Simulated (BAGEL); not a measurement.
**SiN2H5OF (SMILES N[Si](N)(O)F): RI-MP2/cc-pVDZ (density fitting with cc-pvqz-jkfit)**

What is the energy change on altering one bond length of SiN2H5OF at RI-MP2/cc-pVDZ (density fitting with cc-pvqz-jkfit)? 

The results are computed with BAGEL 1.2.2.

## 1. Starting point

SiN2H5OF has 10 atoms, charge 0, and is taken as a singlet. SMILES: `N[Si](N)(O)F`. The coordinates come from a PBE0-D4/def2-TZVP relaxation. This is one conformer, not always the lowest.

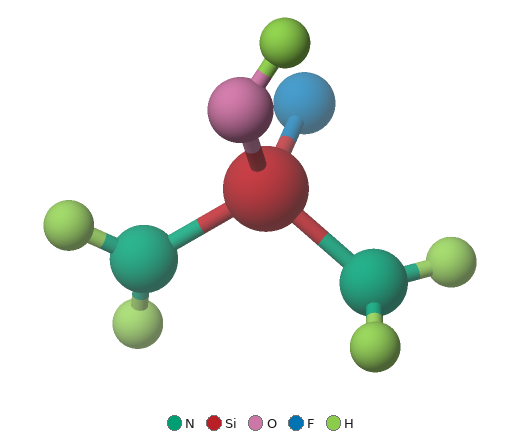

The structure, seen from a chosen angle (nitrogen teal, silicon red, oxygen pink, fluorine blue, hydrogen green).

## 2. The energy at RI-MP2/cc-pVDZ (density fitting with cc-pvqz-jkfit)

Input file job.json:

```json
{ "bagel": [

{
  "title": "molecule",
  "basis": "cc-pvdz.json",
  "df_basis": "cc-pvqz-jkfit",
  "angstrom": true,
  "geometry": [
    { "atom": "N", "xyz": [      -0.415800,       1.495400,      -0.024800 ] },
    { "atom": "Si", "xyz": [       0.063400,      -0.096400,      -0.298300 ] },
    { "atom": "N", "xyz": [      -0.488700,      -1.065100,       0.977800 ] },
    { "atom": "O", "xyz": [       1.671000,       0.022600,      -0.585100 ] },
    { "atom": "F", "xyz": [      -0.553900,      -0.827100,      -1.586600 ] },
    { "atom": "H", "xyz": [      -1.328300,       1.723100,       0.327300 ] },
    { "atom": "H", "xyz": [       0.046600,       2.272000,      -0.464100 ] },
    { "atom": "H", "xyz": [      -0.741200,      -2.027100,       0.831100 ] },
    { "atom": "H", "xyz": [      -0.238900,      -0.873700,       1.932500 ] },
    { "atom": "H", "xyz": [       2.068800,      -0.674900,      -1.106900 ] }
  ]
},

{
  "title": "hf"
},

{
  "title": "mp2",
  "ncore": 9
}

]}
```

The basis set cc-pVDZ is read from a file made from the Basis Set Exchange's data (not shown).

Command:

```
$ BAGEL_NUM_THREADS=1 BAGEL job.json > job.out
```

What it wrote:

```text
* using 1 threads per process

  ===============================================================
  ===============================================================

  *** Geometry ***

  { "atom" : "N", "xyz" : [     -0.785748,      2.825896,     -0.046865 ] },
  { "atom" : "Si", "xyz" : [      0.119809,     -0.182170,     -0.563705 ] },
  { "atom" : "N", "xyz" : [     -0.923509,     -2.012747,      1.847774 ] },
  { "atom" : "O", "xyz" : [      3.157732,      0.042708,     -1.105679 ] },
  { "atom" : "F", "xyz" : [     -1.046719,     -1.562992,     -2.998239 ] },
  { "atom" : "H", "xyz" : [     -2.510123,      3.256187,      0.618507 ] },
  { "atom" : "H", "xyz" : [      0.088061,      4.293458,     -0.877022 ] },
  { "atom" : "H", "xyz" : [     -1.400665,     -3.830664,      1.570551 ] },
  { "atom" : "H", "xyz" : [     -0.451456,     -1.651054,      3.651896 ] },
  { "atom" : "H", "xyz" : [      3.909465,     -1.275376,     -2.091738 ] },

  Number of auxiliary basis functions:      827

  Since a DF basis is specified, we compute 2- and 3-index integrals:
    o Being stored without compression. Storage requirement is 0.065 GB

  Number of basis functions:       99
  Number of electrons      :       50

    * METHOD: MOLECULE                             1.11

  *** RHF ***

  === Nuclear Repulsion ===
   266.0847175241

      * DIIS with orbital gradients will be used.

  === RHF iteration (cc-pvdz.json) ===
      0       -574.79389387          0.01975980           0.25
      1       -575.11596955          0.01119233           0.27
      2       -575.23360273          0.00119402           0.24
      3       -575.23488077          0.00039341           0.23
      4       -575.23501164          0.00009523           0.25
      5       -575.23502057          0.00001920           0.25
      6       -575.23502099          0.00000636           0.26
      7       -575.23502105          0.00000146           0.26
      8       -575.23502105          0.00000064           0.22
      9       -575.23502105          0.00000018           0.22
     10       -575.23502105          0.00000007           0.26
     11       -575.23502105          0.00000003           0.30
     12       -575.23502105          0.00000001           0.23
    * SCF iteration converged.

    * Permanent dipole moment:
           (   -0.009423,     0.120337,    -0.494185) a.u.

    * METHOD: HF                                   3.74

  *** RHF ***

  === Nuclear Repulsion ===
   266.0847175241

      * DIIS with orbital gradients will be used.

  === RHF iteration (cc-pvdz.json) ===
      0       -575.23502105          0.00000000           0.25
    * SCF iteration converged.

    * Permanent dipole moment:
           (   -0.009423,     0.120337,    -0.494185) a.u.

  === DF-MP2 calculation ===

    * freezing 9 orbitals
    * 3-index integral transformation done
    * assembly done

      MP2 correlation energy:   -0.8057322353      0.16

      MP2 total energy:       -576.0407532868

    * METHOD: MP2                                  0.68

  ===============================================================
```

Run time: 6.3 s. Hardware: 1 thread of AMD EPYC 7R43 (Zen 3), shared host; peak memory 0.21 GiB.

## 3. The distorted shape, same level

Input file calc.json:

```json
{ "bagel": [

{
  "title": "molecule",
  "basis": "cc-pvdz.json",
  "df_basis": "cc-pvqz-jkfit",
  "angstrom": "true",
  "geometry": [
    { "atom": "N", "xyz": [      -0.893180,       2.332434,       0.601386 ] },
    { "atom": "Si", "xyz": [      -0.413980,       0.740634,       0.327886 ] },
    { "atom": "N", "xyz": [      -0.966080,      -0.228066,       1.603986 ] },
    { "atom": "O", "xyz": [       1.193620,       0.859634,       0.041086 ] },
    { "atom": "F", "xyz": [      -1.031280,       0.009934,      -0.960414 ] },
    { "atom": "H", "xyz": [      -1.805680,       2.560134,       0.953486 ] },
    { "atom": "H", "xyz": [      -0.430780,       3.109034,       0.162086 ] },
    { "atom": "H", "xyz": [      -1.218580,      -1.190066,       1.457286 ] },
    { "atom": "H", "xyz": [      -0.716280,      -0.036666,       2.558686 ] },
    { "atom": "H", "xyz": [       2.068800,      -0.674900,      -1.106900 ] }
  ]
},

{
  "title": "hf"
},

{
  "title": "mp2",
  "ncore": 9
}

]}
```

The basis set cc-pVDZ is read from a file made from the Basis Set Exchange's data (not shown).

Command:

```
$ BAGEL_NUM_THREADS=1 BAGEL calc.json > calc.out
```

What it wrote:

```text
* using 1 threads per process

  ===============================================================
  ===============================================================

  *** Geometry ***

  { "atom" : "N", "xyz" : [     -1.687866,      4.407661,      1.136455 ] },
  { "atom" : "Si", "xyz" : [     -0.782309,      1.399595,      0.619615 ] },
  { "atom" : "N", "xyz" : [     -1.825627,     -0.430982,      3.031094 ] },
  { "atom" : "O", "xyz" : [      2.255615,      1.624473,      0.077641 ] },
  { "atom" : "F", "xyz" : [     -1.948837,      0.018773,     -1.814919 ] },
  { "atom" : "H", "xyz" : [     -3.412241,      4.837952,      1.801827 ] },
  { "atom" : "H", "xyz" : [     -0.814056,      5.875223,      0.306298 ] },
  { "atom" : "H", "xyz" : [     -2.302782,     -2.248899,      2.753871 ] },
  { "atom" : "H", "xyz" : [     -1.353573,     -0.069289,      4.835216 ] },
  { "atom" : "H", "xyz" : [      3.909465,     -1.275376,     -2.091738 ] },

  Number of auxiliary basis functions:      827

  Since a DF basis is specified, we compute 2- and 3-index integrals:
    o Being stored without compression. Storage requirement is 0.065 GB

  Number of basis functions:       99
  Number of electrons      :       50

    * METHOD: MOLECULE                             1.04

  *** RHF ***

  === Nuclear Repulsion ===
   261.8324616355

      * DIIS with orbital gradients will be used.

  === RHF iteration (cc-pvdz.json) ===
      0       -574.37829612          0.02129275           0.23
      1       -574.43034692          0.02228478           0.23
      2       -574.95468337          0.00507270           0.27
      3       -574.98124760          0.00136848           0.21
      4       -574.98424570          0.00035475           0.28
      5       -574.98455191          0.00012672           0.22
      6       -574.98459264          0.00005319           0.20
      7       -574.98460117          0.00001746           0.21
      8       -574.98460183          0.00000849           0.25
      9       -574.98460205          0.00000558           0.22
     10       -574.98460219          0.00000440           0.22
     11       -574.98460229          0.00000285           0.22
     12       -574.98460234          0.00000147           0.22
     13       -574.98460235          0.00000090           0.20
     14       -574.98460235          0.00000065           0.21
     15       -574.98460236          0.00000045           0.24
     16       -574.98460236          0.00000024           0.21
     17       -574.98460236          0.00000018           0.25
     18       -574.98460236          0.00000008           0.25
     19       -574.98460236          0.00000004           0.23
     20       -574.98460236          0.00000003           0.22
     21       -574.98460236          0.00000002           0.21
     22       -574.98460236          0.00000001           0.24
     23       -574.98460236          0.00000001           0.22
     24       -574.98460236          0.00000001           0.25
    * SCF iteration converged.

    * Permanent dipole moment:
           (   -0.149397,     0.302526,    -0.319203) a.u.

    * METHOD: HF                                   6.22

  *** RHF ***

  === Nuclear Repulsion ===
   261.8324616355

      * DIIS with orbital gradients will be used.

  === RHF iteration (cc-pvdz.json) ===
      0       -574.98460236          0.00000001           0.21
    * SCF iteration converged.

    * Permanent dipole moment:
           (   -0.149397,     0.302526,    -0.319204) a.u.

  === DF-MP2 calculation ===

    * freezing 9 orbitals
    * 3-index integral transformation done
    * assembly done

      MP2 correlation energy:   -0.8565271271      0.14

      MP2 total energy:       -575.8411294866

    * METHOD: MP2                                  0.61

  ===============================================================
```

Wall time 8.7 s (1 thread of AMD EPYC 7R43 (Zen 3), shared host); peak memory 0.21 GiB.

## 4. Results

Level: RI-MP2/cc-pVDZ (density fitting with cc-pvqz-jkfit), 9 core orbitals frozen.

```
                                                          quantity          value
                                         first shape: total energy  -576.04075 Eh
          first shape: correlation energy (9 core orbitals frozen)     -805.7 mEh
                                     distorted shape: total energy  -575.84113 Eh
      distorted shape: correlation energy (9 core orbitals frozen)     -856.5 mEh
energy change with the O4–H10 bond stretched from 0.958 to 2.107 Å       5.432 eV
```

In words: One bond (distorted shape) is far stretched, which a spin-restricted single reference describes badly; perturbation theory on it can break down and give far too much correlation. With the O4–H10 bond stretched from 0.958 to 2.107 Å the energy rises by 5.43 eV (524 kJ/mol). The first shape isn't relaxed at this level, so the change isn't measured from a minimum. A restricted reference can't describe the breaking bond well at this length.
